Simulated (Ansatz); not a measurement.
Starting cell, MoS2 (3R-MoS2 type, space group R3m):

```
CELL_PARAMETERS angstrom
      1.58770     0.91666     6.19534
     -1.58770     0.91666     6.19534
      0.00000    -1.83332     6.19534
ATOMIC_POSITIONS crystal
  Mo 0.00000 0.00000 0.00000
  S  0.75029 0.75029 0.75029
  S  0.58300 0.58300 0.58300
```

Scan: atom 1 (Mo, nearest neighbour S at 2.403 Å; its periodic images, 3.2 Å or more away, move with it) is displaced along Cartesian z, direction (0.000, 0.000, 1.000) in Cartesian axes, by s. The other atoms stay.

These are r2SCAN+rVV10 (plane waves to 500 eV, PAW, scalar-relativistic; Ansatz, an electronic-structure program) values and carry that method's errors. k mesh 10×10×10 (Γ-centred), Fermi-Dirac smearing 0.05 eV. Energies are smeared free energies. As the smearing reaches across the gap at some points, energies and forces of such displacements shift with the k mesh and the smearing. F∥ is the force on the atom along that direction. MoS2 is run without spin polarisation. MoS2 was relaxed with its symmetry unable to fall. The PAW data are Ansatz's earlier set. This is one of several known forms of MoS2; the measured ambient cells at hand have space group No. 194. ΔE is measured from the undisplaced structure.

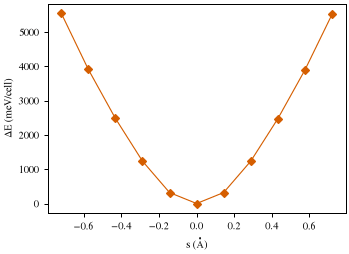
Fig. 1. ΔE (meV/cell) against s (Å); markers are the computed points, lines only join them.

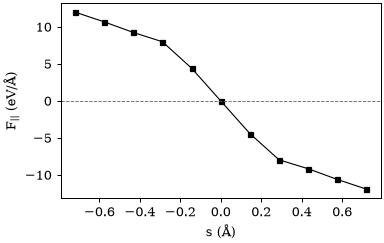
Figure. F∥ (eV/Å) against s (Å); computed points joined by lines.

The force constant k = d²E/ds² at s = 0 (finite differences) comes out as 31.7 eV/Å² and the energy at s = 0.720 Å is 5513 meV/cell. The force along the line at s = -0.720 Å comes out as 12.0 eV/Å. Harmonic estimate at the end of the scan: ½ks² = 8207 meV/cell against the computed 5513 meV/cell, so the well is softer than harmonic there. Shape of the curve: a single well with its minimum at or next to zero displacement.

The forces along the line at the two nearest points give (4.417 − (-4.414)) / (2·0.144) = 30.66 eV/Å²; the next pair corrects for the finite step.

(For displaced atoms, the force is minus the slope of the energy, and its curvature is a force constant, which sets phonon frequencies.)
